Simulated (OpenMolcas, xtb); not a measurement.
How methods differ on CHClGaNO (SMILES O=C=[N][GaH][Cl])

CHClGaNO has 6 atoms, charge 0, and is taken as a singlet. SMILES: `O=C=[N][GaH][Cl]`. The coordinates come from a PBE0-D4/def2-TZVP relaxation. This is one conformer, not always the lowest.

| atom | x (Å) | y (Å) | z (Å) |
| --- | --- | --- | --- |
| O | -0.7002 | -2.6266 | -0.6967 |
| C | -0.6918 | -1.4860 | -0.4676 |
| N | -0.7568 | -0.3047 | -0.2479 |
| Ga | 0.2485 | 1.1244 | 0.2757 |
| Cl | 2.2974 | 0.6946 | 0.6778 |
| H | -0.3549 | 2.5344 | 0.4127 |

Each level gives the HOMO–LUMO gap (eV). The values are calculated.

```
                              level            kind     program  value (eV)   CPU time
                           GFN2-xTB  semi-empirical         xtb        4.41  under 2 s
    HF/6-31G* (spherical functions)    Hartree–Fock  OpenMolcas       13.08       12 s
 SVWN5/6-31G* (spherical functions)             LDA  OpenMolcas        4.64       18 s
   PBE/6-31G* (spherical functions)             GGA  OpenMolcas        4.73       23 s
revPBE/6-31G* (spherical functions)             GGA  OpenMolcas        4.77       24 s
r2SCAN/6-31G* (spherical functions)        meta-GGA  OpenMolcas        5.30       27 s
 B3LYP/6-31G* (Cartesian functions)   global hybrid  OpenMolcas        6.37       27 s
B2PLYP/6-31G* (spherical functions)   double hybrid  OpenMolcas        9.14       18 s
```

All-electron rows without a relativistic Hamiltonian named are non-relativistic. The values span 4.41 to 13.08 eV. Orbital gaps aren't excitation energies, and those of double hybrids come from the SCF part alone; they tend to grow with the share of exact exchange. Times are those of the runs behind each value, whatever else they computed, on shared processors of several kinds: orders of magnitude only.

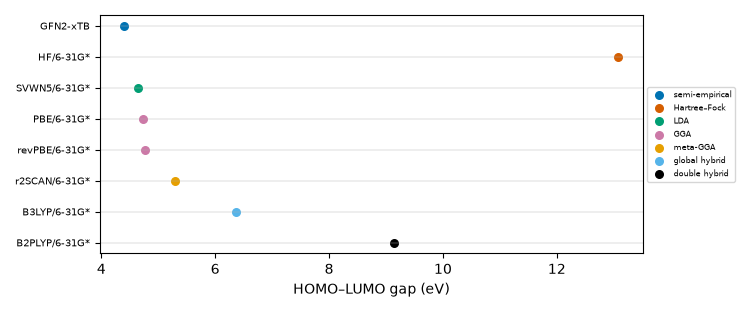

The values of the table, level by level.
